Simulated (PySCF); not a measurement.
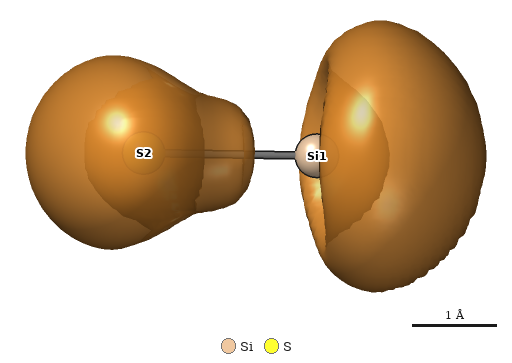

The picture shows: SiS (charge +1, doublet). Isosurface of the ELF at 0.75 (orange), seen from one side. Only the valence region is drawn (cores and ρ < 0.01 e/Å³ removed).

Method: PBE0/pcseg-1, non-relativistic, at a bond length of 2.087 Å (PySCF).

> Describe the localisation domains.

The surface consists of one region on S in which the atom's valence shell and bonds are merged and one lobe on Si, pointing away from the bonds (non-bonding electrons). Profiles from the grid: Si–S (2.09 Å): the ELF peaks at about 0.90 between the atoms (a shared electron pair).
